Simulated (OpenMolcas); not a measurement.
## Single-point calculation, with input and output: BH2F

The run: single-point calculation of BH2F, SMILES BF. Method and program: MC-PDFT (tPBE)/cc-pVTZ (OpenMolcas 26.06).

A bond length was changed on purpose from its optimised value.

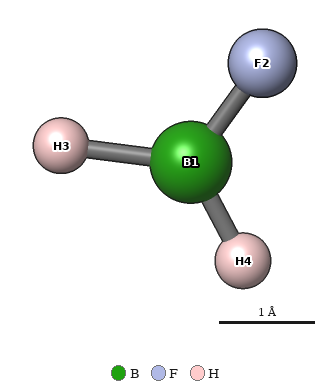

The structure (ball-and-stick view, seen at a tilt; atoms are numbered from 1 in the order of the input). Bond lengths as drawn: B–F 1.32 Å and B–H 1.20 to 1.38 Å.

**Input**
```
>>> EXPORT MOLCAS_PRINT=2

&GATEWAY
 BasLib = $CurrDir
 Coord
 4
 angstrom
 B        0.120516       0.092789      -0.063358
 F        1.209016      -0.199911       0.617342
 H       -1.012500      -0.649100       0.186200
 H        0.182016       0.986389      -0.858158
 Basis = cc-pVTZ
 Group = NoSym

&SEWARD

&RASSCF
 FileOrb = $CurrDir/step2.RasOrb
 Spin = 1
 Nactel = 12 0 0
 Inactive = 2
 Ras2 = 10
 OrbListing = Nothing

&MCPDFT
 KSDFT = T:PBE
```

Machine: 1 thread of Arm Neoverse V1, 24 GiB of memory available, shared host.

Command:
```bash
export MOLCAS_MEM=1860
pymolcas step7.input > step7.log
```

**The program's output**
```
--- Start Module: gateway ---

                                              &GATEWAY

                       available to each process: 1.9 GB of memory, 1 thread

 Basis Set     1 Label: B.CC-PVTZ
 Basis set is read from library:.
 basistype.tbl is not found

 Basis Set     2 Label: F.CC-PVTZ
 Basis set is read from library:.
 basistype.tbl is not found

 Basis Set     3 Label: H.CC-PVTZ
 Basis set is read from library:.
 basistype.tbl is not found

++    Symmetry information:
      ---------------------

                    Character Table for C1

                             E
                    a        1  x, y, xy, Rz, z, xz, Ry, yz, Rx, I
--

++    Basis set information:
      ----------------------

      Basis set label: B.CC-PVTZ.........

      Electronic valence basis set:
      ------------------
      Associated Effective Charge   5.000000 au
      Associated Actual Charge      5.000000 au
      Nuclear Model: Point charge

      Shell  nPrim  nBasis  Cartesian Spherical Contaminant
         s      10       4        X
         p       5       3        X
         d       2       2                 X
         f       1       1                 X

      Basis set label: F.CC-PVTZ.........

      Electronic valence basis set:
      ------------------
      Associated Effective Charge   9.000000 au
      Associated Actual Charge      9.000000 au
      Nuclear Model: Point charge

      Shell  nPrim  nBasis  Cartesian Spherical Contaminant
         s      10       4        X
         p       5       3        X
         d       2       2                 X
         f       1       1                 X

      Basis set label: H.CC-PVTZ.........

      Electronic valence basis set:
      ------------------
      Associated Effective Charge   1.000000 au
      Associated Actual Charge      1.000000 au
      Nuclear Model: Point charge

      Shell  nPrim  nBasis  Cartesian Spherical Contaminant
         s       5       3        X
         p       2       2        X
         d       1       1                 X
--

++    Molecular structure info:
      -------------------------

                    ************************************************
                    **** Cartesian Coordinates / bohr, angstrom ****
                    ************************************************

     Center  Label                x              y              z                     x              y              z
        1      B1               0.227742       0.175346      -0.119729              0.120516       0.092789      -0.063358
        2      F2               2.284709      -0.377777       1.166607              1.209016      -0.199911       0.617342
        3      H3              -1.913348      -1.226621       0.351867             -1.012500      -0.649100       0.186200
        4      H4               0.343960       1.864005      -1.621684              0.182016       0.986389      -0.858158

                    ***************************************
                    *    InterNuclear Distances / bohr    *
                    ***************************************

               1 B1            2 F2            3 H3            4 H4
    1 B1       0.000000
    2 F2       2.488317        0.000000
    3 H3       2.602341        4.359819        0.000000
    4 H4       2.262950        4.070216        4.306079        0.000000

                    *******************************************
                    *    InterNuclear Distances / angstrom    *
                    *******************************************

               1 B1            2 F2            3 H3            4 H4
    1 B1       0.000000
    2 F2       1.316760        0.000000
    3 H3       1.377100        2.307117        0.000000
    4 H4       1.197502        2.153866        2.278679        0.000000

                    **************************************
                    *    Valence Bond Angles / degree    *
                    **************************************
                          Atom centers                 Phi
                      2 F2       1 B1       3 H3       117.82
                      2 F2       1 B1       4 H4       117.81
                      3 H3       1 B1       4 H4       124.37
--

            Nuclear Potential Energy             26.72308804 au

--- Stop Module: gateway /rc=_RC_ALL_IS_WELL_ ---

--- Start Module: seward ---

                                              &SEWARD

                       available to each process: 1.9 GB of memory, 1 thread

               SEWARD will generate:
                  Multipole Moment integrals up to order  2
                  Kinetic Energy integrals
                  Nuclear Attraction integrals (point charge)
                  One-Electron Hamiltonian integrals
                  Velocity integrals
                  Orbital angular momentum around (  1.3843  -0.1438   0.6110 )
                  Velocity quadrupole around (  1.3843  -0.1438   0.6110 )
                  Two-Electron Repulsion integrals

                   Integrals are discarded if absolute value <: 1.00E-14
                   Integral cutoff threshold is set to       <: 1.00E-16

            Nuclear Potential Energy             26.72308804 au

      Basis set specifications :
      Symmetry species         a
      Basis functions           88

--- Stop Module: seward /rc=_RC_ALL_IS_WELL_ ---
--- Module seward spent 2 seconds ---

--- Start Module: rasscf ---

                                              &RASSCF

                       available to each process: 1.9 GB of memory, 1 thread

      Header of the ONEINT file:
      --------------------------

      OrdInt status: non-squared

      Cartesian coordinates in angstrom:
      -----------------------------------------------------
      No.  Label        X            Y            Z
      -----------------------------------------------------
       1   B1         0.12051600   0.09278900  -0.06335800
       2   F2         1.20901600  -0.19991100   0.61734200
       3   H3        -1.01250000  -0.64910000   0.18620000
       4   H4         0.18201600   0.98638900  -0.85815800
      -----------------------------------------------------
      Nuclear repulsion energy =   26.72308804

++    Wave function specifications:
      -----------------------------

      Number of closed shell electrons           4
      Number of electrons in active shells      12
      Max number of holes in RAS1 space          0
      Max nr of electrons in RAS3 space          0
      Number of inactive orbitals                2
      Number of active orbitals                 10
      Number of secondary orbitals              76
      Spin quantum number                      0.0
      State symmetry                             1
--

++    Orbital specifications:
      -----------------------

      Symmetry species                           1
                                                 a
      Frozen orbitals                            0
      Inactive orbitals                          2
      Active orbitals                           10
      RAS1 orbitals                              0
      RAS2 orbitals                             10
      RAS3 orbitals                              0
      Secondary orbitals                        76
      Deleted orbitals                           0
      Number of basis functions                 88
--

++    CI expansion specifications:
      ----------------------------

      Number of CSFs                         13860
      Number of spin combinations            22155
      Number of determinants                 44100
      Number of root(s) required                 1
      Root chosen for geometry opt.              1
      CI root used                               1

      highest root included in the CI            1
      max. size of the explicit Hamiltonian    200
--

++    Optimization specifications:
      ----------------------------

      RASSCF algorithm: Conventional
      Maximum number of macro iterations       200
      Maximum number of SX iterations          100
      Threshold for RASSCF energy            1.000E-08
      Threshold for max MO rotation          1.000E-01
      Threshold for max BLB element          1.000E-04
      Level shift parameter                  5.000E-01
      Make Quasi-Newton update
--

      The MO-coefficients are taken from the file:
      step2.RasOrb
      Title: RASSCF average (pseudo-natural) orbitals

      Total molecular charge    0.00

      ************************************************************************************************************************
      *                                            Wave function control section                                             *
      ************************************************************************************************************************

                                         RASSCF iterations: Energy and convergence statistics
                                         ----------------------------------------------------

          iter iter root      energy       change     param      element    value   shift minimum  type update hh:mm:ss
 Nr of preliminary CI iterations:   4
        1   1    7    1  -125.48036991    0.00E+00   1.09E-03    1  11 1  6.06E-04*  0.00   0.00    SX    NO    0:00:00
        2   1    5    1  -125.48037008   -1.67E-07*  2.93E-04    8  50 1  1.50E-05   0.00   0.00    SX    NO    0:00:00
        3   1    5    1  -125.48037010   -1.90E-08* -1.16E-04   11  21 1 -7.42E-06   0.00   0.00    SX    NO    0:00:00
        4   6    6    1  -125.48037372   -3.62E-06*  8.38E-04    1  11 1 -4.22E-04*  0.00   0.00    SX    NO    0:00:00
        5   3    6    1  -125.48037381   -8.69E-08*  4.82E-04    1  11 1 -1.40E-04*  0.00   1.58    LS   YES    0:00:00
        6   3    5    1  -125.48037382   -1.36E-08*  1.60E-04    1  10 1  3.97E-05   0.00   1.01    QN   YES    0:00:00
        7   3    5    1  -125.48037383   -9.28E-09   1.97E-04    1  11 1  3.02E-05   0.00   1.97    QN   YES    0:00:00
      Convergence after  7 iterations
        8   3    5    1  -125.48037383   -5.57E-09   1.97E-04    1  11 1  1.50E-05   0.00   1.97    QN   YES    0:00:00

      ************************************************************************************************************************
                                                      Wave function printout:
                       occupation of active orbitals, and spin coupling of open shells (u,d: Spin up or down)
      ************************************************************************************************************************

      Note: transformation to natural orbitals
      has been made, which may change the order of the CSFs.

      printout of CI-coefficients larger than  0.05 for root  1
      energy=    -125.480374
      conf/sym  1111111111     Coeff  Weight
             1  2222220000  -0.97976 0.95992
            10  2222200020   0.10417 0.01085
           466  2220222000   0.06100 0.00372
           567  2u2d22ud00   0.05004 0.00250
           819  2022220200   0.05268 0.00278
          1191  2u2u22dd00   0.05091 0.00259

      Natural orbitals and occupation numbers for root  1
      sym 1:   1.999475   1.982042   1.985139   1.980360   1.999750   1.971428   0.019804   0.018266   0.030259   0.013476

      ************************************************************************************************************************
      *                                                    Final results                                                     *
      ************************************************************************************************************************

++    Final optimization conditions:
      ------------------------------

      Average CI energy                            -125.48037383
      RASSCF energy for state  1                   -125.48037383
      Super-CI energy                                -0.00000000
      RASSCF energy change                            0.00000000
      Max change in MO coefficients               3.368E-04
      Max non-diagonal density matrix element     1.974E-04
      Maximum BLB matrix element                  1.502E-05
      (orbital pair   1,  11 in symmetry   1)
      Norm of electronic gradient            2.635E-05
--

      Final state energy(ies):
      ------------------------

::    RASSCF root number  1 Total energy:   -125.48037383
      Von Neumann Entropy (Root   1) =  0.32658

      Mulliken population analysis for root number:  1
      -----------------------------------------------

++    Molecular charges:
      ------------------

      Mulliken charges per centre
      ---------------------------

                B1      F2      H3      H4
      Total    4.7553  9.1899  1.0533  1.0015

      N-E      0.2447 -0.1899 -0.0533 -0.0015

      Total electronic charge=   16.000000

      Total            charge=   -0.000000
--

      Expectation values of various properties for root number:  1
      -----------------------------------------------------------

++    Molecular properties:
      ---------------------

      Charge (e):
                      =   -0.0000
      Dipole Moment (debye):
      Origin of the operator (angstrom)=    0.7326   -0.0761    0.3233
                   X= -3.6191E-01               Y=  2.8363E-01               Z= -3.9685E-01           Total=  6.0739E-01
      Quadrupole Moment (debye*angstrom):
      Origin of the operator (angstrom)=    0.7326   -0.0761    0.3233
                  XX= -1.3375E+01              XY= -4.6119E-01              XZ= -4.8311E-01              YY= -1.2115E+01
                  YZ=  8.5721E-01              ZZ= -1.1956E+01
      In traceless form (debye*angstrom)
                  XX= -1.3398E+00              XY= -6.9178E-01              XZ= -7.2467E-01              YY=  5.5042E-01
                  YZ=  1.2858E+00              ZZ=  7.8943E-01
--

      Average orbitals are written to the RASORB file
      Natural orbitals for root   1 are written to the RASORB.1 file
      Spin density orbitals for root   1 are written to the SPDORB.1 file

--- Stop Module: rasscf /rc=_RC_ALL_IS_WELL_ ---
--- Module rasscf spent 5 seconds ---

--- Start Module: mcpdft ---

                                              &MCPDFT

                       available to each process: 1.9 GB of memory, 1 thread

 ###############################################################################
 ###    WARNING: Deprecation warning: KSDF should be replaced                ###
 ###    with FUNC keyword                                                    ###
 ###############################################################################

++    Wave function specifications:
      -----------------------------

      Number of closed shell electrons           4
      Number of electrons in active shells      12
      Max number of holes in RAS1 space          0
      Max nr of electrons in RAS3 space          0
      Number of inactive orbitals                2
      Number of active orbitals                 10
      Number of secondary orbitals              76
      Spin quantum number                      0.0
      State symmetry                             1
      Number of CSFs                         13860
      Number of RASSCF root(s) available         1
--

++    Orbital specifications:
      -----------------------

      Symmetry species                           1
                                                 a
      Frozen orbitals                            0
      Inactive orbitals                          2
      Active orbitals                           10
      RAS1 orbitals                              0
      RAS2 orbitals                             10
      RAS3 orbitals                              0
      Secondary orbitals                        76
      Deleted orbitals                           0
      Number of basis functions                 88
--

++    MCPDFT specifications:
      ----------------------

      Cholesky decomposition                     Off
      Type of calculation                        MC-PDFT
      On-Top Functional                          T:PBE
      Exchange scaling factor                    1.00
      Correlation scaling factor                 1.00
      Wave function energy weight                0.00
--

      Numerical integration parameters
      --------------------------------
      Radial quadrature type:                         MHL
      Size of radial grid:                            75
      Lebedev angular grid:                           29
      Angular grid pruned with the crowding factor:  3.00E+00
                                 and fading factor:  6.00E+00
      Screening threshold for integral computation:   1.00E-11
      Radial quadrature accuracy:                     1.00E-25
      Maximum batch size:                             128
      AO values are stored on disk

++    DFT functional specifications:
      ------------------------------
      Using Libxc version: 6.2.2
      Please cite the following reference:
      S. Lehtola, C. Steigemann, M. J.T. Oliveira, and M. A.L. Marques.,  SoftwareX 7, 1–5 (2018) doi:10.1016/j.softx.2017.11.002

      * Perdew, Burke & Ernzerhof
        - J. P. Perdew, K. Burke, and M. Ernzerhof.,  Phys. Rev. Lett. 77, 3865 (1996) doi:10.1103/PhysRevLett.77.3865
        - J. P. Perdew, K. Burke, and M. Ernzerhof.,  Phys. Rev. Lett. 78, 1396 (1997) doi:10.1103/PhysRevLett.78.1396
      * Perdew, Burke & Ernzerhof
        - J. P. Perdew, K. Burke, and M. Ernzerhof.,  Phys. Rev. Lett. 77, 3865 (1996) doi:10.1103/PhysRevLett.77.3865
        - J. P. Perdew, K. Burke, and M. Ernzerhof.,  Phys. Rev. Lett. 78, 1396 (1997) doi:10.1103/PhysRevLett.78.1396
--
   File JOBOLD not found -- use JOBIPH.
      The MO-coefficients are taken from the file:
      JOBIPH
 Reference MC-SCF energies taken from JOBIPH

++    MC-PDFT RESULTS, STATE 0001
      ---------------------------

      MCSCF reference energy                                             -125.48037383

      Integrated total density:                                                 16.000
      Integrated alpha density before functional transformation:                 8.000
      Integrated  beta density before functional transformation:                 8.000
      Integrated alpha density  after functional transformation:                 9.185
      Integrated  beta density  after functional transformation:                 6.815
      Integrated alpha tau     before functional transformation:                 0.000
      Integrated  beta tau     before functional transformation:                 0.000
      Integrated alpha tau      after functional transformation:                 0.000
      Integrated  beta tau      after functional transformation:                 0.000
      NOTE:
      Densities after transformation are intermediate quantities
      and should not be interpreted as real spin densities

      Exchange energy scaling factor                                          1.000000
      Correlation energy scaling factor                                       1.000000

      Integrated alpha exchange energy                                       -8.153461
      Integrated beta  exchange energy                                       -6.502109
      Integrated  correlation   energy                                       -0.493691

      Nuclear Repulsion energy                                             26.72308804
      CASSCF contribution energy                                         -110.62624284
      On-top energy                                                       -15.14926122

      Total MCPDFT energy for state   1                                  -125.77550406
--

::    MCPDFT root number  1 Total energy:   -125.77550406

--- Stop Module: mcpdft /rc=_RC_ALL_IS_WELL_ ---
--- Module mcpdft spent 1 second ---

.##################.
.# Happy landing! #.
.##################.

    Timing: Wall=9.34 User=7.63 System=1.70
```

**Key numbers**

- outcome: converged
- total energy: −125.775504 hartree
- basis functions: 88
- dipole moment: 0.61 debye
- wall time: 9.6 s
- peak memory: 0.48 GiB
